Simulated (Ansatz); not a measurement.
**ClFGaH$_{2}$ (doublet): density, localisation and related maps**

Input file:

```
crystal:
  periodic: [false, false, false]
  atoms:
    - { symbol: Ga, position_ang: [-0.001764, -8.8e-05, -0.131092] }
    - { symbol: Cl, position_ang: [-0.028776, -0.01184, 2.083] }
    - { symbol: H, position_ang: [1.428548, 0.002783, -0.747345] }
    - { symbol: H, position_ang: [-1.420557, 0.002782, -0.773778] }
    - { symbol: F, position_ang: [0.02255, 0.006364, 4.779214] }
magnetization:
  spin_polarized: true
  initial_magnetization: 1
basis:
  gaussian: { orbitals: def2-SVP }
hamiltonian:
  xc: pbe0
  dispersion: d4
relax:
  f_tol: 0.03
  max_steps: 50
output:
  orbitals: {}
```

Run with:

```sh
ansatz run input.yaml --threads 2 --pin off --max-ram 3072MiB --backend cpu --events-out ev --progress --plain --runs-dir out
```

The fields are those of the run's last geometry, not of the input's.

The calculation used UKS PBE0-D4/def2-SVP (Ansatz 0.2.0).

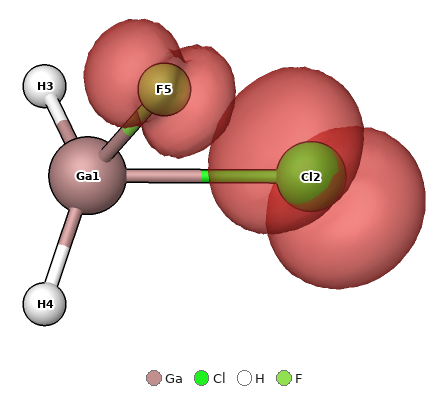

Figure 1. Isosurfaces of the spin density at +0.03 (red) and −0.03 e/Å³ (blue), seen at a tilt.

Question: Describe the spin distribution.

Answer: The unpaired spin (1 electron) lies mostly on Cl2 (about 0.7) and F5 (about 0.3), in electrons by Hirshfeld's partition. Only one sign reaches the isovalue.

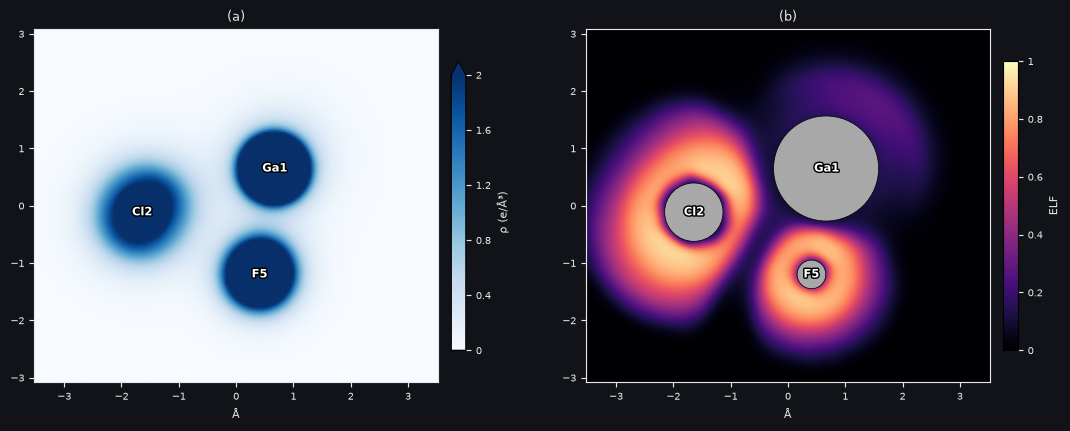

Figure 2. (a) electron density; (b) ELF on the plane of atoms Cl2, Ga1 and F5. Grey discs cover the atomic cores in the ELF map.

Question: What does the map show?

Answer:
- The section cuts through Ga, Cl and F sites.
- Ga–F (1.87 Å): the density is about 0.62 e/Å³ at the midpoint; the ELF peaks at about 0.85 in the valence shell of F, 0.5 Å from its nucleus, and is about 0.15 at the midpoint.
- Ga–Cl (2.43 Å): ρ is about 0.36 e/Å³ halfway, with its minimum of 0.32 e/Å³ about 1.1 Å from Ga; the ELF peaks at about 0.85 in the valence shell of Cl, 0.8 Å from its nucleus, and is about 0.35 at the midpoint.
- The ELF also peaks beside F5 and Cl2, away from the bonds: non-bonding electrons, paired or unpaired.

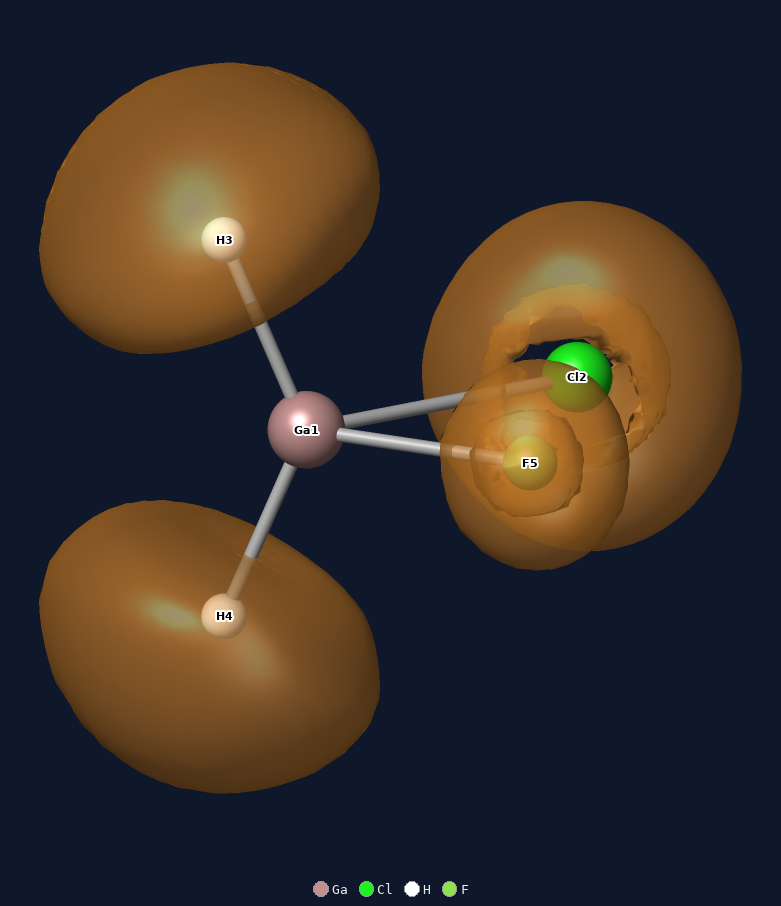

Figure 3. Isosurface of the electron localisation function at 0.8 (orange), seen at a tilt. Only the valence region is drawn (cores and ρ < 0.01 e/Å³ removed).

Question: Describe the localisation domains.

Answer: At this value the surface marks out two regions around hydrogen nuclei, one region wrapped around Cl (its valence shell) and one region wrapped around F (its valence shell).
